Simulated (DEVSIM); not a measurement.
System: illuminated Si n-on-p cell, one wavelength, at 300 K.

```
layer (left to right)  material  thickness (μm)  Nd (cm⁻³)  Na (cm⁻³)   τn (s)   τp (s)  absorption coefficient (cm⁻¹)
---------------------  --------  --------------  ---------  ---------  -------  -------  -----------------------------
1                            Si          0.0120     1.1e18          -     1e-5   2.7e-6                           1600
2                            Si             250          -     4.4e15  0.00014  0.00014                           1600
```

Left contact: ohmic, minority hole recombination velocity 300 cm/s. Right contact: ohmic, minority electron recombination velocity 4e6 cm/s. Voltage is applied to the left contact. Recombination: SRH at mid-gap, radiative, Auger. Light enters at the left, 1.1e17 photons cm⁻² s⁻¹, one pass, no reflection. Mobility is μmin + (μ − μmin)/(1 + (N/Nref)^α).

The device is made up for the run: typed textbook-type constants, with dimensions and the other settings drawn at random. Values at 300 K.

| parameter | Si |
|---|---|
| gap (eV) | 1.124 |
| affinity (eV) | 4.05 |
| permittivity | 11.7 |
| Nc (cm⁻³) | 2.86e19 |
| Nv (cm⁻³) | 3.1e19 |
| μn (cm²/Vs) | 1417 |
| μp (cm²/Vs) | 470 |
| μn,min | 52 |
| μp,min | 45 |
| Nref,n | 9.7e16 |
| Nref,p | 2.2e17 |
| αn | 0.68 |
| αp | 0.72 |
| B (cm³/s) | 4.7e-15 |
| Cn (cm⁶/s) | 2.8e-31 |
| Cp (cm⁶/s) | 9.9e-32 |

Model (solved in DEVSIM): 1D drift-diffusion, Boltzmann statistics, complete ionisation; no tunnelling, impact ionisation, image-force lowering or self-heating.

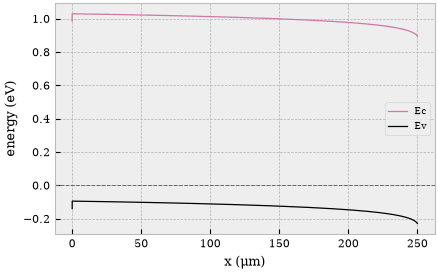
*Band edges at -0.9 V on the left contact, in the dark*

Energies count from the Fermi level of the right contact; mesh points crowd at the junctions.

```json
[
 {"x (μm)": "0.000", "Ec (eV)": "0.984", "Ev (eV)": "-0.140", "n (cm⁻³)": "1.1e18", "p (cm⁻³)": "3.5e16", "field (V/cm)": "2800"},
 {"x (μm)": "0.008672", "Ec (eV)": "0.992", "Ev (eV)": "-0.132", "n (cm⁻³)": "8.3e17", "p (cm⁻³)": "4.6e16", "field (V/cm)": "21000"},
 {"x (μm)": "0.03227", "Ec (eV)": "1.028", "Ev (eV)": "-0.096", "n (cm⁻³)": "2.0e17", "p (cm⁻³)": "1.9e17", "field (V/cm)": "1800"},
 {"x (μm)": "0.08415", "Ec (eV)": "1.029", "Ev (eV)": "-0.095", "n (cm⁻³)": "1.9e17", "p (cm⁻³)": "2.0e17", "field (V/cm)": "≈ 0"},
 {"x (μm)": "0.2658", "Ec (eV)": "1.029", "Ev (eV)": "-0.095", "n (cm⁻³)": "1.9e17", "p (cm⁻³)": "2.0e17", "field (V/cm)": "≈ 0"},
 {"x (μm)": "0.5914", "Ec (eV)": "1.029", "Ev (eV)": "-0.095", "n (cm⁻³)": "1.9e17", "p (cm⁻³)": "2.0e17", "field (V/cm)": "≈ 0"},
 {"x (μm)": "1.298", "Ec (eV)": "1.029", "Ev (eV)": "-0.095", "n (cm⁻³)": "1.9e17", "p (cm⁻³)": "2.0e17", "field (V/cm)": "≈ 0"},
 {"x (μm)": "3.775", "Ec (eV)": "1.029", "Ev (eV)": "-0.095", "n (cm⁻³)": "1.9e17", "p (cm⁻³)": "1.9e17", "field (V/cm)": "≈ 0"},
 {"x (μm)": "8.211", "Ec (eV)": "1.028", "Ev (eV)": "-0.096", "n (cm⁻³)": "1.9e17", "p (cm⁻³)": "1.9e17", "field (V/cm)": "≈ 0"},
 {"x (μm)": "18.59", "Ec (eV)": "1.027", "Ev (eV)": "-0.097", "n (cm⁻³)": "1.8e17", "p (cm⁻³)": "1.8e17", "field (V/cm)": "≈ 0"},
 {"x (μm)": "40.38", "Ec (eV)": "1.024", "Ev (eV)": "-0.101", "n (cm⁻³)": "1.6e17", "p (cm⁻³)": "1.6e17", "field (V/cm)": "≈ 0"},
 {"x (μm)": "116.7", "Ec (eV)": "1.008", "Ev (eV)": "-0.115", "n (cm⁻³)": "1.0e17", "p (cm⁻³)": "1.1e17", "field (V/cm)": "≈ 0"},
 {"x (μm)": "187.6", "Ec (eV)": "0.984", "Ev (eV)": "-0.140", "n (cm⁻³)": "5.1e16", "p (cm⁻³)": "5.5e16", "field (V/cm)": "≈ 0"},
 {"x (μm)": "221.3", "Ec (eV)": "0.961", "Ev (eV)": "-0.163", "n (cm⁻³)": "2.6e16", "p (cm⁻³)": "3.0e16", "field (V/cm)": "≈ 0"},
 {"x (μm)": "240.1", "Ec (eV)": "0.936", "Ev (eV)": "-0.188", "n (cm⁻³)": "1.0e16", "p (cm⁻³)": "1.5e16", "field (V/cm)": "-21"},
 {"x (μm)": "245.4", "Ec (eV)": "0.921", "Ev (eV)": "-0.203", "n (cm⁻³)": "5.5e15", "p (cm⁻³)": "9.9e15", "field (V/cm)": "-34"},
 {"x (μm)": "248.0", "Ec (eV)": "0.911", "Ev (eV)": "-0.213", "n (cm⁻³)": "2.8e15", "p (cm⁻³)": "7.2e15", "field (V/cm)": "-53"},
 {"x (μm)": "249.1", "Ec (eV)": "0.904", "Ev (eV)": "-0.220", "n (cm⁻³)": "1.4e15", "p (cm⁻³)": "5.8e15", "field (V/cm)": "-72"},
 {"x (μm)": "249.7", "Ec (eV)": "0.899", "Ev (eV)": "-0.225", "n (cm⁻³)": "6.0e14", "p (cm⁻³)": "5.0e15", "field (V/cm)": "-95"},
 {"x (μm)": "249.9", "Ec (eV)": "0.897", "Ev (eV)": "-0.227", "n (cm⁻³)": "3.4e14", "p (cm⁻³)": "4.7e15", "field (V/cm)": "-120"},
 {"x (μm)": "250.0", "Ec (eV)": "0.896", "Ev (eV)": "-0.228", "n (cm⁻³)": "2.1e14", "p (cm⁻³)": "4.5e15", "field (V/cm)": "-170"},
 {"x (μm)": "250.0", "Ec (eV)": "0.895", "Ev (eV)": "-0.229", "n (cm⁻³)": "1.4e14", "p (cm⁻³)": "4.4e15", "field (V/cm)": "-240"}
]
```
